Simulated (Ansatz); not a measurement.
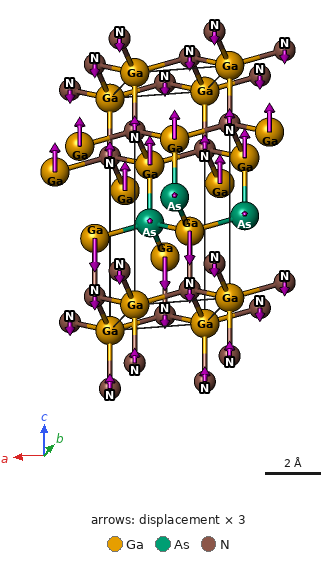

A relaxation of crystalline Ga3AsN2 (a generated structure, set up in P3m1) (coarse preliminary run). The starting structure is drawn; purple arrows show the displacements (the part carried along by the change of the cell is left out), 3 times their true length.

Style: ball-and-stick. Shown: the cell of the calculation, from a free direction.

Theory: DFT PBE, scalar-relativistic, plane waves, PAW in Ansatz 0.2.0.

Input file:
```yaml
crystal:
  lattice:
    - [3.61347469, 0.0, 0.0]
    - [-1.80673735, 3.12936088, 0.0]
    - [0.0, 0.0, 8.8511692]
  atoms:
    - { symbol: Ga, position: [0.0, 0.0, 0.0] }
    - { symbol: Ga, position: [0.66666667, 0.33333333, 0.66666667] }
    - { symbol: Ga, position: [0.33333333, 0.66666667, 0.33333333] }
    - { symbol: As, position: [0.66666667, 0.33333333, 0.41666667] }
    - { symbol: "N", position: [0.0, 0.0, 0.75] }
    - { symbol: "N", position: [0.33333333, 0.66666667, 0.08333333] }
basis:
  ecutwfc: 420
kpoints:
  mp_grid: { grid: [6, 6, 2] }
hamiltonian:
  xc: pbe
scf:
  occupations: { method: gaussian, width: 0.1 }
  lower_state_search: "off"
output:
  forces: true
  stress: true
  eigenvalues: true
relax:
  adjacent_minimum: "off"
  f_tol: 0.04
  max_steps: 70
  cell: { stress_tol: 0.4 }
```

Run as
```bash
ansatz run input.yaml --threads 1 --pin off --max-ram 2560MiB --backend cpu --events-out ev --progress --plain --runs-dir out
```

Q: Atoms of which element are displaced furthest, and by how much?

A: Gallium: up to 0.44 Å, against 0.20 Å for nitrogen.

Q: Describe the change and its energy.

A: Over 6 accepted moves (7 points after the start) the energy falls by 316 meV per atom. The largest force component goes from 4.6 to 0.019 eV/Å. The pressure goes from −2.32 to −0.14 GPa. The SCF was repeated once at an unchanged geometry on a basis and grid sized afresh for the cell, which shifted the energy by 1.4 meV per atom at most. Ga3 moves most relative to the cell: 0.44 Å along −c. By element the largest moves are Ga 0.44 Å, N 0.20 Å, As 0.07 Å. The volume changes by −8.3 %, with a = b 3.613 → 3.461 Å (−4.2 %), c 8.851 → 8.846 Å (−0.1 %). Among the contacts that change: Ga2–As4 2.213 → 2.520 Å, Ga3–N6 2.213 → 1.956 Å, Ga1–N5 2.213 → 1.988 Å, Ga3–As4 2.213 → 2.355 Å. Bond angles that change, for instance: Ga3–As4–Ga3 109.5° → 94.6°, As4–Ga3–As4 109.5° → 94.6°, As4–Ga3–N6 109.5° → 121.9°. The space group stays P3m1 (No. 156).
